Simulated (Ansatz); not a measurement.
# Single-point calculation, with input and output: SnSiH₆

System: SnSiH₆.
Method: RKS SPW92 (LDA)/def2-TZVPP (Ansatz 0.2.0).

The geometry comes from this level: PBE0-D4/def2-TZVP.

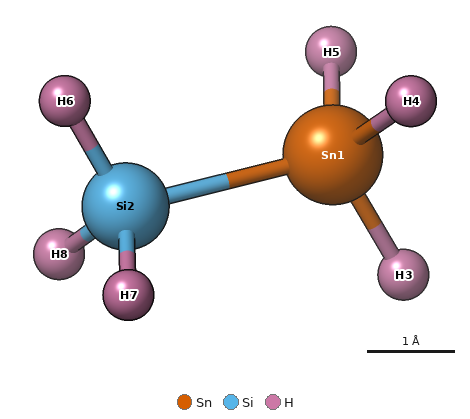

Figure 1. The structure (ball-and-stick view, seen at a tilt; atoms are numbered from 1 in the order of the input). Sticks mark near contacts.

## The input
```yaml
crystal:
  periodic: [false, false, false]
  atoms:
    - {symbol: Sn, position_ang: [-1.096806, 0.772455, -0.537790]}
    - {symbol: Si, position_ang: [0.001050, -0.991265, 0.959300]}
    - {symbol: H, position_ang: [-0.829278, 0.418237, -2.186908]}
    - {symbol: H, position_ang: [-0.457473, 2.322961, -0.215632]}
    - {symbol: H, position_ang: [-2.782887, 0.826249, -0.271756]}
    - {symbol: H, position_ang: [-0.254046, -0.679286, 2.390353]}
    - {symbol: H, position_ang: [1.469669, -1.016643, 0.729634]}
    - {symbol: H, position_ang: [-0.553745, -2.337070, 0.657096]}
basis:
  gaussian: {orbitals: def2-TZVPP}
hamiltonian: {xc: lda}
```

Run as:
```bash
ansatz run in.yaml --threads 4 --pin off --events-out ev --progress --plain --max-ram 9574MiB
```

## Output
```
Functional definition: SPW92
  name "SPW92"
  cite "Dirac, Proc. Camb. Phil. Soc. 26, 376 (1930) doi:10.1017/S0305004100016108"
  cite "Slater, Phys. Rev. 81, 385 (1951) doi:10.1103/PhysRev.81.385"
  cite "Perdew & Wang, Phys. Rev. B 45, 13244 (1992) doi:10.1103/PhysRevB.45.13244"
  exchange = slater_x
  correlation = pw_c
1030 factors; their error is unknown
mean field evaluation 1: about -13762.3594 eV, gradient 2.2e1 eV
mean field evaluation 2: about -13763.1296 eV, gradient 1.8e1 eV
mean field evaluation 4: about -13763.9268 eV, gradient 6.0e-1 eV
mean field evaluation 8: about -13763.9061 eV, gradient 2.0e-1 eV
mean field -13763.90619675 eV, -505.8142232197 hartree, gradient 4.0e-5 eV, S^2 0.000000; 0 other end points of the search recorded, 0 dependent functions left out
reference -13763.90624800 eV, -505.8142251032 hartree; 21, 21 occupied and 155, 155 virtual orbitals, 1030 factors
Total energy: -13763.90624800 eV, -505.8142251032 hartree
```

## Key numbers

```csv
quantity,value
outcome,converged
total energy,−13763.9062 eV
SCF solution under orbital rotations,stable
hardware,"4 threads of Arm Neoverse V2, 23 GiB of memory available, shared host"
peak memory,0.47 GiB
```
